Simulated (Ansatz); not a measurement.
The starting structures come from a database of crystals and need not be the phases stable at ambient conditions.

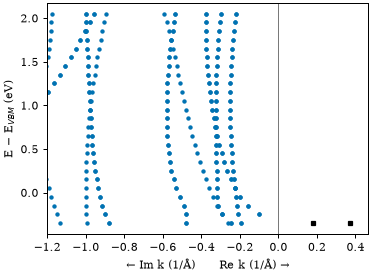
*Complex bands at the centre of the two-dimensional zone; r2SCAN (Ansatz, a program for electronic structure)*

The gap is the functional's own. No spin-orbit coupling. Mid-gap values are those at the computed energy nearest the middle.

**Question.** This is TlAgI2 (I4/mcm, 8 atoms a cell, 32.7 Å³ an atom) along the normal of (101). Read off the slowest decay at the centre of the two-dimensional zone at 0.85 eV, the computed energy nearest the middle of the gap.

**Answer.** κ ≈ 0.25 1/Å, a decay length 1/(2κ) of the density of 2.0 Å.
